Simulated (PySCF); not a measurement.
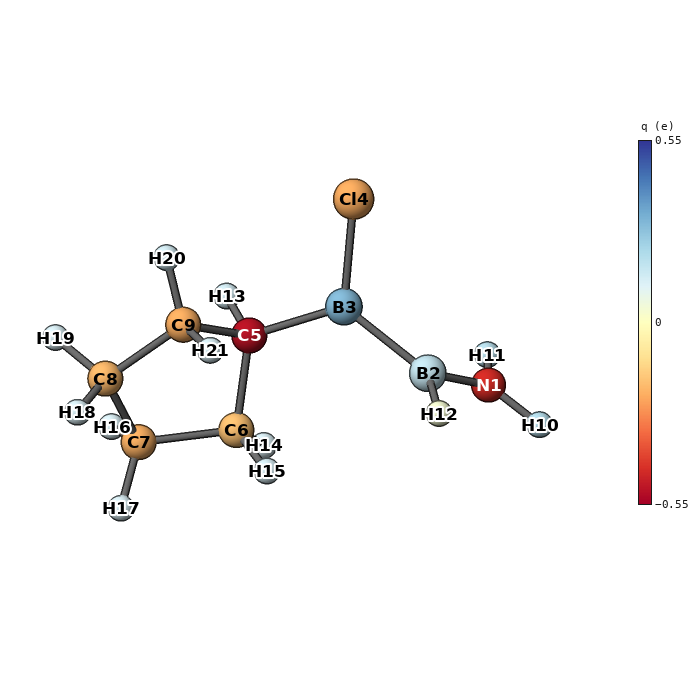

Atoms are coloured by their Mulliken charges. The geometry was computed by an optimisation with GFN2-xTB. No frequency run is at hand to confirm it as a minimum. Properties computed with PBE0/pcSseg-1, gas phase (PySCF 2.14.0).

Question: Which atom carries the highest charge (most positive or least negative)?

Answer: B3 (0.29 e).

Question: And the lowest?

Answer: C5 (−0.50 e).

Give the Mulliken charges atom by atom.

```csv
atom,value (e)
N1,−0.44
B2,0.16
B3,0.29
Cl4,−0.22
C5,−0.50
C6,−0.17
C7,−0.21
C8,−0.19
C9,−0.21
H10,0.20
H11,0.19
H12,0.04
H13,0.13
H14,0.12
H15,0.12
H16,0.11
H17,0.11
H18,0.12
H19,0.12
H20,0.13
H21,0.12
```

Mulliken values depend strongly on the basis set and can even reverse the polarity of a bond. The geometry is semi-empirical. Around B such bond lengths and angles can be off by a tenth of an ångström or more and by several degrees, and values that hang on the shape move with them.
